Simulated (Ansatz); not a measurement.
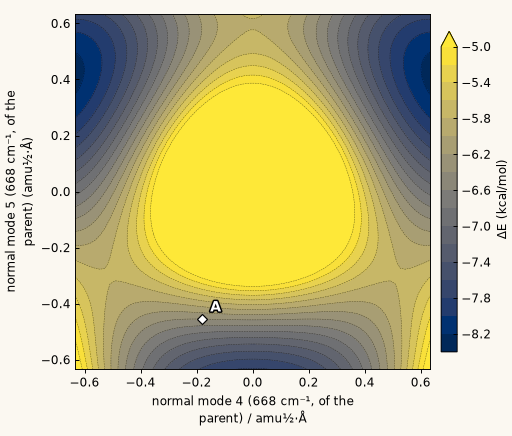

FH3Sn, charge +1, spin multiplicity 2. 
- First axis: normal mode 4 (668 cm⁻¹, of the parent). Second axis: normal mode 5 (668 cm⁻¹, of the parent).
- Nothing is relaxed (straight displacements along the two mass-weighted modes).
- Grid: 15 × 15 points; 120 points were computed and 105 follow by symmetry.
- Points are written as (first, second).
- All energies are given in kcal/mol relative to the ion of charge +1 at the geometry of the relaxed parent of charge +0.
- Near the degeneracy a single determinant is a rough description.
- These are results of UKS PBE-D4/def2-TZVP (Ansatz), not measurements.

The picture shows filled contours, one colour for all values above the top of the scale, the point A. Between grid points the surface is interpolated.

> Which way does the force act at A, and how strong is it?

A, at (−0.181 amu½·Å, −0.453 amu½·Å), is not a stationary point. The computed force is 0.15 kcal/mol for each amu½·Å towards smaller values of the first coordinate and 8.7 kcal/mol for each amu½·Å towards smaller values of the second coordinate.
